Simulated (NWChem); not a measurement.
# One shape, several levels: AlH (SMILES [AlH])

Wanted: a comparison of 6 runs (HF/3-21G, HF/def2-SVP, B3LYP/6-31G*, B3LYP/def2-SVP, PBE/def2-TZVP, MP2/def2-SVP) of AlH. 

The results are computed with NWChem 7.3.0.

20 further runs of the same task are left out: 20 set aside as unsound or not needed. Runs told in other sessions of the task aren't counted.

**1. The system as given**

AlH has 2 atoms, charge 0, and is taken as a singlet. SMILES: `[AlH]`. The coordinates come from a PBE0-D4/def2-TZVP relaxation.

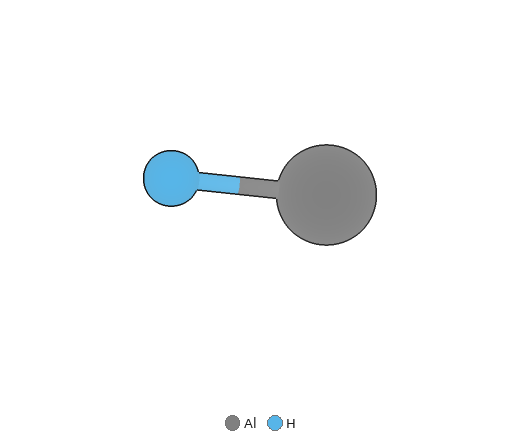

The structure, seen from a chosen angle (aluminium grey, hydrogen blue).

**2. Energy and forces at HF/3-21G (run 1)**

File a.nw:

```
start a
title "AlH hf"
memory 2200 mb
geometry units atomic noautosym nocenter noautoz
 Al   0.00000000   0.00000000  -0.04845258
 H    0.00000000   0.00000000   3.09746899
end
basis "ao basis" spherical bse
 Al library 3-21G
 H library 3-21G
end
scf
 thresh 1e-08
 maxiter 80
end
task scf gradient
```

On the command line:

```
$ nwchem a.nw > a.out
```

Standard output:

```text
[...]
  functions       =    15
[...]
  wavefunction    = RHF
[...]
         Total SCF energy =   -241.122530244288
      One-electron energy =   -344.091138834428
      Two-electron energy =     98.836274165795
 Nuclear repulsion energy =      4.132334424345
        Time for solution =      0.1s
[...]
                         RHF ENERGY GRADIENTS
    atom               coordinates                        gradient
                 x          y          z           x          y          z
   1 Al      0.000000   0.000000  -0.048453    0.000000  -0.000000   0.002623
   2 H       0.000000   0.000000   3.097469   -0.000000   0.000000  -0.002623
[...]
```

Run time: 0.81 s. Hardware: 1 thread of Intel Xeon Platinum 8259CL at 2.50GHz (Skylake/Cascade Lake), shared host; peak memory 0.099 GiB.

**3. Energy and forces at HF/def2-SVP (run 2)**

File nw.nw:

```
start nw
memory 2200 mb

geometry noautosym nocenter noautoz
 Al     0.000000     0.000000    -0.025640
 H      0.000000     0.000000     1.639110
end

basis spherical bse
 Al library def2-SVP
 H library def2-SVP
end

scf
 thresh 1e-08
 maxiter 80
end

task scf gradient
```

On the command line:

```
$ nwchem nw.nw > nw.out
```

Standard output:

```text
[...]
  functions       =    23
[...]
  wavefunction    = RHF
[...]
         Total SCF energy =   -242.372850941025
      One-electron energy =   -345.459447284505
      Two-electron energy =     98.954261616346
 Nuclear repulsion energy =      4.132334727134
        Time for solution =      0.5s
[...]
                         RHF ENERGY GRADIENTS
    atom               coordinates                        gradient
                 x          y          z           x          y          z
   1 Al      0.000000   0.000000  -0.048453    0.000000  -0.000000  -0.003934
   2 H       0.000000   0.000000   3.097469   -0.000000   0.000000   0.003934
[...]
```

Wall time 1.4 s (1 thread of Intel Xeon Platinum 8259CL at 2.50GHz (Skylake/Cascade Lake), shared host); peak memory 0.1 GiB.

**4. Energy and gradient at B3LYP/6-31G(d) (Cartesian functions) (run 3)**

File alh.xyz:

```xyz
2
AlH gradient
Al     0.000000     0.000000    -0.025640
H      0.000000     0.000000     1.639110
```

File alh.nw:

```
start alh
title "AlH gradient"
memory 2200 mb
charge 0
geometry noautosym nocenter noautoz
   load format xyz alh.xyz
end
basis cartesian
   * library 6-31G*
end
dft
   xc b3lyp
   grid xfine
   convergence energy 1e-08
   maxiter 100
   mulliken
   print low
end
task dft gradient
```

On the command line:

```
$ nwchem alh.nw > alh.out
```

Standard output:

```text
[...]
 d= 0,ls=0.0,diis     1   -242.9728404976 -2.47D+02  2.91D-02  6.69D-02     0.5
[...]
 d= 0,ls=0.0,diis     7   -242.9830041620 -2.95D-11  6.47D-08  9.69D-14     2.0
         Total DFT energy =     -242.983004162028
      One electron energy =     -345.598627263211
           Coulomb energy =      117.450474777902
    Exchange-Corr. energy =      -18.967186403852
 Nuclear repulsion energy =        4.132334727134
[...]
      Total Density - Mulliken Population Analysis
     ---------------------------------------------
    Atom       Charge   Shell Charges
 -----------   ------   -------------------------------------------------------
    1 Al  13    12.82   2.00  1.99  5.96  1.39  0.65  0.61  0.28 -0.06
    2 H    1     1.18   0.49  0.69
[...]
                         DFT ENERGY GRADIENTS
    atom               coordinates                        gradient
                 x          y          z           x          y          z
   1 Al      0.000000   0.000000  -0.048453   -0.000000   0.000000   0.001594
   2 H       0.000000   0.000000   3.097469    0.000000  -0.000000  -0.001594
 Task  times  cpu:        2.3s     wall:        2.3s
 Total times  cpu:        2.3s     wall:        2.3s
```

Wall time 2.9 s (1 thread of Intel Xeon Platinum 8259CL at 2.50GHz (Skylake/Cascade Lake), shared host); peak memory 0.11 GiB.

Runs 4 to 5 aren't shown in full; the table further down has their settings and results.

**5. Energy and gradient at MP2/def2-SVP (run 6)**

File sp.nw:

```
start sp
title "AlH"
memory stack 880 mb heap 220 mb global 1100 mb

geometry units angstroms noautosym nocenter noautoz
 Al    0.000000    0.000000   -0.025640
 H     0.000000    0.000000    1.639110
end

basis "ao basis" spherical bse
 Al library def2-SVP
 H library def2-SVP
end

scf
 thresh 1e-08
 maxiter 80
 noprint "final vectors analysis"
end

mp2
 freeze core 5
 tight
end

task mp2 gradient
```

On the command line:

```
$ nwchem sp.nw > sp.out
```

Standard output:

```text
[...]
  functions       =    23
[...]
  wavefunction    = RHF
[...]
         Total SCF energy =   -242.372850941025
      One-electron energy =   -345.459447284505
      Two-electron energy =     98.954261616346
 Nuclear repulsion energy =      4.132334727134
        Time for solution =      0.5s
[...]
          Total MP2 energy          -242.422853147598
[...]
                         mp2 ENERGY GRADIENTS
    atom               coordinates                        gradient
                 x          y          z           x          y          z
   1 Al      0.000000   0.000000  -0.048453    0.000000   0.000000  -0.004650
   2 H       0.000000   0.000000   3.097469   -0.000000  -0.000000   0.004650
[...]
```

Run time: 2 s. Hardware: 1 thread of Intel Xeon Platinum 8259CL at 2.50GHz (Skylake/Cascade Lake), shared host; peak memory 0.1 GiB.

**6. Overview of the runs**

| run | level | Cartesian functions | iteration cap | energy (Eh) | largest force (eV/Å) | wall time |
| --- | --- | --- | --- | --- | --- | --- |
| 1 | HF/3-21G | no | 80 | -241.122530 | 0.135 | 0.81 s |
| 2 | HF/def2-SVP | no | 80 | -242.372851 | 0.202 | 1.4 s |
| 3 | B3LYP/6-31G* (Cartesian functions) | yes | 100 | -242.983004 | 0.082 | 2.9 s |
| 4 | B3LYP/def2-SVP | no | 100 | -242.918536 | 0.017 | 3.9 s |
| 5 | PBE/def2-TZVP | no | 100 | -242.837664 | 0.143 | 5.7 s |
| 6 | MP2/def2-SVP | no | 80 | -242.422853 | 0.239 | 2 s |

**7. Outcome**

```
                                                      quantity          value
                                           run 6: total energy  -242.42285 Eh
run 6: dipole moment (of the density that the program reports)         0.03 D
            run 6: correlation energy (5 core orbitals frozen)      -50.0 mEh
                               run 6: largest force on an atom     0.239 eV/Å
```

In words: Over runs 1, 2, 6 the dipole moment (its size) runs from 0.03 D (MP2/def2-SVP) to 0.56 D (HF/3-21G). The two ends differ in method and basis. Totals of different functionals can't be ranked against each other. All runs together took 17 s, the longest 5.7 s.
